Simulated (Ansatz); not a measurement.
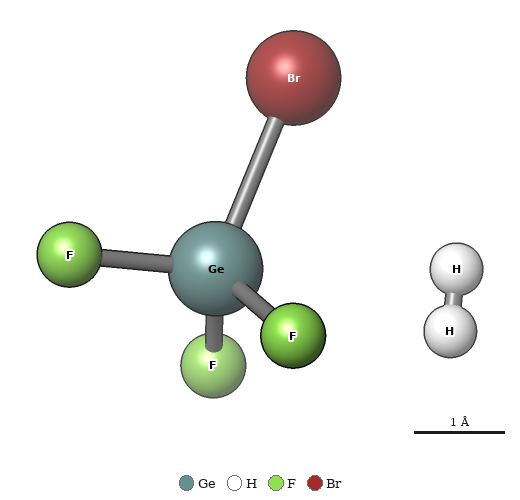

*The structure as given in the input (ball-and-stick view, seen at a tilt). Sticks mark near contacts.*

Bond lengths as drawn: Br–Ge 2.36 Å, F–Ge 1.71 to 1.72 Å and H–H 0.70 Å.

Geometry relaxation of GeH₂BrF₃ (part 1 of 2)

The run: geometry relaxation of GeH₂BrF₃. Method and program: RKS B3LYP/def2-SVP (Ansatz 0.2.0).

It belongs to a series of runs on one base structure; here: end point B relaxed.

The input
```yaml
crystal:
  periodic: [false, false, false]
  atoms:
    - { symbol: Ge, position_ang: [-0.30304, -0.586236, -0.468475] }
    - { symbol: H, position_ang: [1.161934, 1.057336, 1.284839] }
    - { symbol: F, position_ang: [-1.007275, -1.780463, -1.479238] }
    - { symbol: F, position_ang: [-0.221409, -1.264922, 1.104104] }
    - { symbol: F, position_ang: [1.296325, -0.345761, -1.038177] }
    - { symbol: H, position_ang: [0.667831, 1.532712, 1.13385] }
    - { symbol: Br, position_ang: [-1.594367, 1.387434, -0.536903] }
basis:
  gaussian: { orbitals: def2-SVP }
hamiltonian:
  xc: b3lyp
relax:
  f_tol: 0.03
  max_steps: 50
output:
  orbitals: {}
```

Run on 2 threads of Intel Xeon (Sapphire Rapids), 16 GiB of memory available, shared host.

Run as:
```bash
ansatz run input.yaml --threads 2 --pin off --max-ram 3072MiB --backend cpu --events-out ev --progress --plain --runs-dir out
```

Log
```
The last accepted step is kept in [file] (removed where the run ends without a failure and the disk answers)
Engine: ansatz 0.2.0, x86_64-unknown-linux-gnu
Functional definition: B3LYP
  parameter a0 = 0.2
  parameter ax = 0.72
  parameter ac = 0.81
  exchange = (1 - a0 - ax)*slater_x + ax*b88_x + a0*exact_x
  correlation = (1 - ac)*vwn_rpa_c + ac*lyp_c
1187 factors; integrals over basis functions are off by at most 2.8e-4 eV
mean field evaluation 1: about -134725.5688 eV, gradient 5.7e1 eV
mean field evaluation 2: about -134714.5053 eV, gradient 1.0e2 eV
mean field evaluation 4: about -134730.5480 eV, gradient 2.5e0 eV
mean field evaluation 8: about -134730.5741 eV, gradient 8.9e-2 eV
mean field evaluation 16: about -134730.5741 eV, gradient 1.4e-5 eV
mean field -134730.57412957 eV, -4951.2572755987 hartree, gradient 1.4e-5 eV, S^2 0.000000; 0 other end points of the search recorded, 0 dependent functions left out
the calculation of the forces begins
reference -134730.57435191 eV, -4951.2572837695 hartree; 48, 48 occupied and 68, 68 virtual orbitals, 1187 factors
relax step   1: F+E_penalty+E_count = -134730.57412957 eV  Δ(F+E_penalty+E_count) = +0.000e0 eV  max|allowed force component| = 1.806e0 eV/Å  Δτ_max = 0.0000 Å  (26 SCF iters, accepted)
these checks for a lower state are left out or cut short: starts, cluster_reference, orbital_swaps, neighbouring_geometries, increment
1187 factors; integrals over basis functions are off by at most 2.8e-4 eV
mean field -134730.76190048 eV, -4951.2641760522 hartree, gradient 2.5e-5 eV, S^2 0.000000; 0 other end points of the search recorded, 0 dependent functions left out
[... from here on the field's lines of each further geometry are left out, up to the last ...]
relax step   2: F+E_penalty+E_count = -134730.76190048 eV  Δ(F+E_penalty+E_count) = -1.878e-1 eV  max|allowed force component| = 1.859e-1 eV/Å  Δτ_max = 0.1948 Å  (28 SCF iters, accepted)
relax step   3: F+E_penalty+E_count = -134730.78508231 eV  Δ(F+E_penalty+E_count) = -2.318e-2 eV  max|allowed force component| = 1.749e-1 eV/Å  Δτ_max = 0.1908 Å  (28 SCF iters, accepted)
relax step   4: F+E_penalty+E_count = -134730.79141730 eV  Δ(F+E_penalty+E_count) = -6.335e-3 eV  max|allowed force component| = 5.347e-2 eV/Å  Δτ_max = 0.1207 Å  (28 SCF iters, accepted)
relax step   5: F+E_penalty+E_count = -134730.79285661 eV  Δ(F+E_penalty+E_count) = -1.439e-3 eV  max|allowed force component| = 4.511e-2 eV/Å  Δτ_max = 0.0526 Å  (28 SCF iters, accepted)
relax step   6: F+E_penalty+E_count = -134730.79314076 eV  Δ(F+E_penalty+E_count) = -2.842e-4 eV  max|allowed force component| = 1.366e-1 eV/Å  Δτ_max = 0.0275 Å  (28 SCF iters, accepted)
relax step   7: F+E_penalty+E_count = -134730.78646599 eV  Δ(F+E_penalty+E_count) = +6.675e-3 eV  max|allowed force component| = 6.834e-1 eV/Å  Δτ_max = 0.1958 Å  (28 SCF iters, rejected (line search))
relax step   8: F+E_penalty+E_count = -134730.79457995 eV  Δ(F+E_penalty+E_count) = -1.439e-3 eV  max|allowed force component| = 1.156e-1 eV/Å  Δτ_max = 0.0955 Å  (25 SCF iters, accepted)
relax step   9: F+E_penalty+E_count = -134730.79513468 eV  Δ(F+E_penalty+E_count) = -5.547e-4 eV  max|allowed force component| = 1.192e-1 eV/Å  Δτ_max = 0.0557 Å  (28 SCF iters, accepted)
relax step  10: F+E_penalty+E_count = -134730.79595994 eV  Δ(F+E_penalty+E_count) = -8.253e-4 eV  max|allowed force component| = 5.220e-2 eV/Å  Δτ_max = 0.0727 Å  (25 SCF iters, accepted)
relax step  11: F+E_penalty+E_count = -134730.79679398 eV  Δ(F+E_penalty+E_count) = -8.340e-4 eV  max|allowed force component| = 1.123e-1 eV/Å  Δτ_max = 0.0615 Å  (29 SCF iters, accepted)
relax step  12: F+E_penalty+E_count = -134730.79256065 eV  Δ(F+E_penalty+E_count) = +4.233e-3 eV  max|allowed force component| = 6.565e-1 eV/Å  Δτ_max = 0.0893 Å  (25 SCF iters, rejected (line search))
relax step  13: F+E_penalty+E_count = -134730.79797775 eV  Δ(F+E_penalty+E_count) = -1.184e-3 eV  max|allowed force component| = 8.554e-2 eV/Å  Δτ_max = 0.0446 Å  (29 SCF iters, accepted)
relax step  14: F+E_penalty+E_count = -134730.79826875 eV  Δ(F+E_penalty+E_count) = -2.910e-4 eV  max|allowed force component| = 4.582e-1 eV/Å  Δτ_max = 0.0975 Å  (28 SCF iters, accepted)
relax step  15: F+E_penalty+E_count = -134730.80717170 eV  Δ(F+E_penalty+E_count) = -8.903e-3 eV  max|allowed force component| = 7.488e-2 eV/Å  Δτ_max = 0.1282 Å  (27 SCF iters, accepted)
relax step  16: F+E_penalty+E_count = -134730.80803688 eV  Δ(F+E_penalty+E_count) = -8.652e-4 eV  max|allowed force component| = 5.732e-2 eV/Å  Δτ_max = 0.0164 Å  (30 SCF iters, accepted)
relax step  17: F+E_penalty+E_count = -134730.81089844 eV  Δ(F+E_penalty+E_count) = -2.862e-3 eV  max|allowed force component| = 2.712e-2 eV/Å  Δτ_max = 0.0822 Å  (28 SCF iters, accepted)
relax step  18: F+E_penalty+E_count = -134730.69147450 eV  Δ(F+E_penalty+E_count) = +1.194e-1 eV  max|allowed force component| = 1.689e0 eV/Å  Δτ_max = 0.1993 Å  (29 SCF iters, rejected (line search))
relax step  19: F+E_penalty+E_count = -134730.81174453 eV  Δ(F+E_penalty+E_count) = -8.461e-4 eV  max|allowed force component| = 2.174e-2 eV/Å  Δτ_max = 0.0383 Å  (28 SCF iters, accepted)
relax step  20: F+E_penalty+E_count = -134730.81280284 eV  Δ(F+E_penalty+E_count) = -1.058e-3 eV  max|allowed force component| = 1.046e-1 eV/Å  Δτ_max = 0.0975 Å  (25 SCF iters, accepted)
relax step  21: F+E_penalty+E_count = -134730.81366706 eV  Δ(F+E_penalty+E_count) = -8.642e-4 eV  max|allowed force component| = 9.360e-2 eV/Å  Δτ_max = 0.0478 Å  (29 SCF iters, accepted)
relax step  22: F+E_penalty+E_count = -134730.81499462 eV  Δ(F+E_penalty+E_count) = -1.328e-3 eV  max|allowed force component| = 1.912e-1 eV/Å  Δτ_max = 0.1392 Å  (25 SCF iters, accepted)
relax step  23: F+E_penalty+E_count = -134730.81592551 eV  Δ(F+E_penalty+E_count) = -9.309e-4 eV  max|allowed force component| = 1.621e-1 eV/Å  Δτ_max = 0.0497 Å  (25 SCF iters, accepted)
relax step  24: F+E_penalty+E_count = -134730.81716082 eV  Δ(F+E_penalty+E_count) = -1.235e-3 eV  max|allowed force component| = 1.250e-1 eV/Å  Δτ_max = 0.0794 Å  (25 SCF iters, accepted)
relax step  25: F+E_penalty+E_count = -134730.81757340 eV  Δ(F+E_penalty+E_count) = -4.126e-4 eV  max|allowed force component| = 1.849e-1 eV/Å  Δτ_max = 0.1300 Å  (29 SCF iters, accepted)
relax step  26: F+E_penalty+E_count = -134730.81612903 eV  Δ(F+E_penalty+E_count) = +1.444e-3 eV  max|allowed force component| = 2.507e-1 eV/Å  Δτ_max = 0.0567 Å  (26 SCF iters, rejected (line search))
relax step  27: F+E_penalty+E_count = -134730.81950257 eV  Δ(F+E_penalty+E_count) = -1.929e-3 eV  max|allowed force component| = 2.929e-2 eV/Å  Δτ_max = 0.0283 Å  (28 SCF iters, accepted)
relax step  28: F+E_penalty+E_count = -134730.82003007 eV  Δ(F+E_penalty+E_count) = -5.275e-4 eV  max|allowed force component| = 4.971e-2 eV/Å  Δτ_max = 0.0564 Å  (26 SCF iters, accepted)
relax step  29: F+E_penalty+E_count = -134730.82005793 eV  Δ(F+E_penalty+E_count) = -2.786e-5 eV  max|allowed force component| = 1.868e-1 eV/Å  Δτ_max = 0.1359 Å  (29 SCF iters, accepted)
relax step  30: F+E_penalty+E_count = -134730.82087729 eV  Δ(F+E_penalty+E_count) = -8.194e-4 eV  max|allowed force component| = 4.910e-2 eV/Å  Δτ_max = 0.0230 Å  (26 SCF iters, accepted)
the calculation of the forces begins
reference -134730.82133544 eV, -4951.2663602465 hartree; 48, 48 occupied and 68, 68 virtual orbitals, 1187 factors
relax step  31: F+E_penalty+E_count = -134730.82108554 eV  Δ(F+E_penalty+E_count) = -2.083e-4 eV  max|allowed force component| = 1.449e-2 eV/Å  Δτ_max = 0.0247 Å  (26 SCF iters, accepted)
```

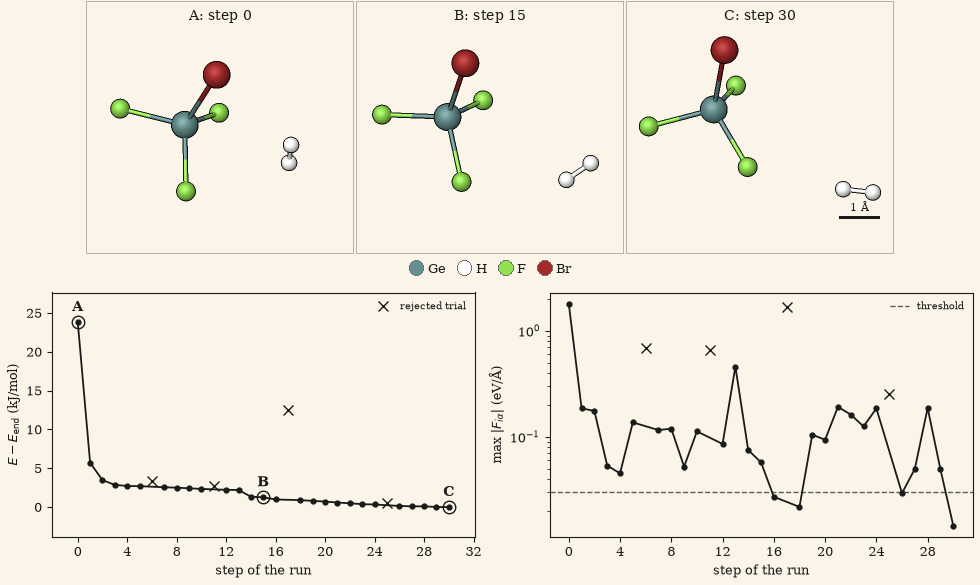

*Frames of the relaxation (ball-and-stick view, seen at a tilt) above the curves, on which the letters mark them (the first geometry is step 0 here and step 1 in the log).*

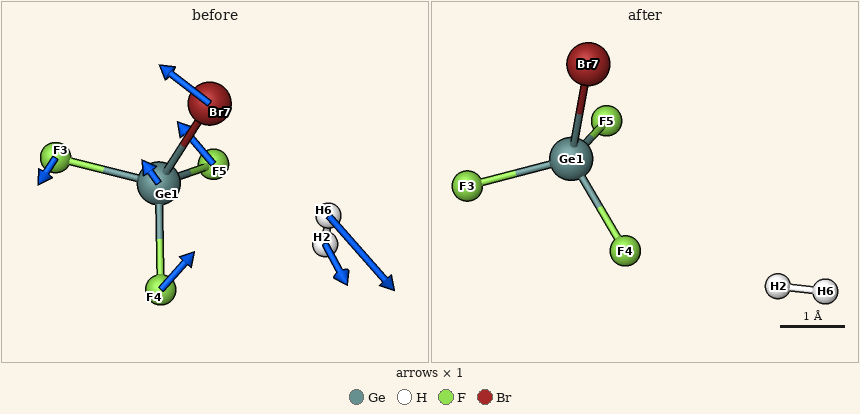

*Before (left) and after (right) the relaxation, at one scale (ball-and-stick view, seen at a tilt). The blue arrows give the displacements, at true length.*

The largest move after the best rigid fit is that of H6, 1.61 Å. Largest moves by element: H 1.61 Å, Br 1.04 Å, F 0.91 Å, Ge 0.48 Å. Among the contacts that change: Ge1–Br7 2.360 → 2.261 Å, H2–H6 0.702 → 0.761 Å, Ge1–F4 1.715 → 1.719 Å. Among the angles that change: F3–Ge1–Br7 109.9° → 111.9°. The energy falls by 23.8 kJ/mol in 30 geometry steps. The largest force component goes from 1.8 to 0.014 eV/Å. The line search rejected the trial steps at points 6, 11, 17, 25 (counted from 0) and went back. (Atoms are counted from 1 in the order of the input.)

```
1187 factors; integrals over basis functions are off by at most 8.1e-4 eV
mean field -134730.82108554 eV, -4951.2663510632 hartree, gradient 8.9e-5 eV, S^2 0.000000; 1 other end points of the search recorded, 0 dependent functions left out
the calculation of the forces begins
reference -134730.82133544 eV, -4951.2663602465 hartree; 48, 48 occupied and 68, 68 virtual orbitals, 1187 factors
Total energy: -134730.82133544 eV, -4951.2663602465 hartree
Atom 0 at    -0.515335    -0.639390    -0.886610 Å, force     0.000032    -0.003432    -0.002384 eV/Å
Atom 1 at     1.235416     1.187866     2.072271 Å, force     0.008696     0.014185     0.008995 eV/Å
Atom 2 at    -1.102663    -2.232772    -1.127769 Å, force     0.001790     0.002877     0.002973 eV/Å
Atom 3 at     0.051875    -0.560542     0.734321 Å, force    -0.003319     0.002820    -0.007514 eV/Å
Atom 4 at     0.852283    -0.447826    -1.903405 Å, force     0.000216    -0.001052     0.001809 eV/Å
Atom 5 at     1.579893     1.775541     2.412413 Å, force    -0.008002    -0.014486    -0.006874 eV/Å
Atom 6 at    -2.101470     0.917224    -1.301221 Å, force     0.000587    -0.000912     0.002995 eV/Å
Dipole moment:    -0.274971     0.230654    -0.098203 e Å
```

Trajectory as extended XYZ (Å, eV, eV/Å), 31 frames, from step=1 to step=31
```
7
Properties=species:S:1:pos:R:3:forces:R:3 step=1 energy=-134730.57413
Ge   -0.3030   -0.5862   -0.4685   -0.7242   0.8947  -0.1301
H     1.1619    1.0573    1.2848    1.8057  -1.5897   0.6151
F    -1.0073   -1.7805   -1.4792    0.0064   0.0115   0.0086
F    -0.2214   -1.2649    1.1041    0.0096   0.0182  -0.0332
F     1.2963   -0.3458   -1.0382   -0.0324  -0.0060   0.0241
H     0.6678    1.5327    1.1339   -1.5851   1.6910  -0.4151
Br   -1.5944    1.3874   -0.5369    0.5200  -1.0197  -0.0694
7
Properties=species:S:1:pos:R:3:forces:R:3 step=2 energy=-134730.76190
Ge   -0.3698   -0.5979   -0.5207   -0.0149  -0.0797  -0.0464
H     1.3024    1.1106    1.4088    0.1784  -0.1247   0.0759
F    -1.0224   -1.8356   -1.5141    0.0093  -0.0218  -0.0032
F    -0.2769   -1.2429    1.0659    0.0090  -0.0035  -0.0124
F     1.2338   -0.3275   -1.0661   -0.0063  -0.0132   0.0082
H     0.7792    1.6304    1.2535   -0.0931   0.1859   0.0111
Br   -1.6463    1.2630   -0.6273   -0.0824   0.0570  -0.0333
7
Properties=species:S:1:pos:R:3:forces:R:3 step=3 energy=-134730.78508
Ge   -0.4136   -0.6419   -0.5709   -0.0517   0.0380  -0.0206
H     1.3974    1.2063    1.5182    0.1607  -0.1545   0.0507
F    -1.0394   -1.9014   -1.5545   -0.0106   0.0179  -0.0003
F    -0.3178   -1.2692    1.0228    0.0043   0.0135  -0.0078
F     1.1908   -0.3555   -1.1063   -0.0102   0.0045   0.0117
H     0.8826    1.7375    1.3728   -0.1299   0.1749  -0.0200
Br   -1.7000    1.2243   -0.6820    0.0375  -0.0944  -0.0137
7
Properties=species:S:1:pos:R:3:forces:R:3 step=4 energy=-134730.79142
Ge   -0.4375   -0.6650   -0.5981    0.0141  -0.0525  -0.0122
H     1.4478    1.2523    1.5753   -0.0394   0.0433  -0.0095
F    -1.0561   -1.9308   -1.5788    0.0003   0.0209   0.0088
F    -0.3389   -1.2834    0.9991    0.0036   0.0112  -0.0075
F     1.1675   -0.3713   -1.1280   -0.0090   0.0034   0.0096
H     0.9443    1.8099    1.4472    0.0535  -0.0376   0.0221
Br   -1.7270    1.1885   -0.7167   -0.0231   0.0113  -0.0115
7
Properties=species:S:1:pos:R:3:forces:R:3 step=5 energy=-134730.79286
Ge   -0.4454   -0.6699   -0.6061    0.0011  -0.0077  -0.0029
H     1.4554    1.2491    1.5810    0.0341  -0.0425   0.0077
F    -1.0539   -1.9434   -1.5818   -0.0001   0.0008   0.0003
F    -0.3457   -1.2759    0.9955    0.0035   0.0024  -0.0020
F     1.1589   -0.3653   -1.1313   -0.0015  -0.0006   0.0042
H     0.9788    1.8311    1.4807   -0.0237   0.0451   0.0011
Br   -1.7481    1.1744   -0.7381   -0.0134   0.0026  -0.0084
7
Properties=species:S:1:pos:R:3:forces:R:3 step=6 energy=-134730.79314
Ge   -0.4502   -0.6689   -0.6093    0.0045  -0.0015  -0.0006
H     1.4564    1.2396    1.5800    0.1019  -0.1347   0.0190
F    -1.0496   -1.9496   -1.5807    0.0004  -0.0075  -0.0023
F    -0.3467   -1.2656    0.9952   -0.0052  -0.0044   0.0099
F     1.1543   -0.3575   -1.1290    0.0057   0.0033  -0.0081
H     1.0001    1.8363    1.4974   -0.0932   0.1366  -0.0116
Br   -1.7643    1.1658   -0.7536   -0.0140   0.0083  -0.0062
7
Properties=species:S:1:pos:R:3:forces:R:3 step=7 energy=-134730.78647 accepted=F
Ge   -0.4814   -0.6724   -0.6349    0.0073   0.0315   0.0172
H     1.4652    1.1882    1.5802   -0.3100   0.6803   0.0402
F    -1.0243   -1.9989   -1.5788    0.0185   0.0093   0.0194
F    -0.3652   -1.2136    0.9889   -0.0350  -0.0184   0.0039
F     1.1216   -0.3157   -1.1305   -0.0022   0.0008  -0.0410
H     1.1403    1.8997    1.6184    0.3140  -0.6834  -0.0371
Br   -1.8562    1.1128   -0.8432    0.0075  -0.0202  -0.0027
7
Properties=species:S:1:pos:R:3:forces:R:3 step=8 energy=-134730.79458
Ge   -0.4657   -0.6714   -0.6224    0.0055   0.0198   0.0093
H     1.4640    1.2166    1.5839   -0.0703   0.1141  -0.0034
F    -1.0376   -1.9745   -1.5804    0.0049  -0.0064   0.0020
F    -0.3570   -1.2420    0.9914   -0.0159  -0.0103   0.0099
F     1.1379   -0.3382   -1.1314    0.0040   0.0027  -0.0207
H     1.0677    1.8695    1.5561    0.0750  -0.1156   0.0071
Br   -1.8092    1.1401   -0.7972   -0.0033  -0.0044  -0.0042
7
Properties=species:S:1:pos:R:3:forces:R:3 step=9 energy=-134730.79513
Ge   -0.4755   -0.6686   -0.6296    0.0009   0.0195   0.0061
H     1.4698    1.1999    1.5912   -0.0645   0.1171   0.0009
F    -1.0262   -1.9900   -1.5754    0.0107  -0.0005   0.0090
F    -0.3628   -1.2188    0.9912   -0.0219  -0.0091   0.0075
F     1.1264   -0.3196   -1.1339   -0.0005   0.0048  -0.0256
H     1.1131    1.8758    1.5879    0.0672  -0.1192   0.0016
Br   -1.8447    1.1215   -0.8315    0.0081  -0.0127   0.0004
7
Properties=species:S:1:pos:R:3:forces:R:3 step=10 energy=-134730.79596
Ge   -0.4897   -0.6632   -0.6416    0.0025   0.0001   0.0074
H     1.4941    1.1824    1.6249   -0.0340   0.0505  -0.0017
F    -1.0073   -2.0164   -1.5630    0.0177   0.0353   0.0283
F    -0.3735   -1.1792    0.9912   -0.0188  -0.0019  -0.0194
F     1.1064   -0.2892   -1.1479   -0.0180  -0.0031  -0.0177
H     1.1630    1.8688    1.6163    0.0327  -0.0522   0.0024
Br   -1.8929    1.0970   -0.8800    0.0179  -0.0286   0.0007
```
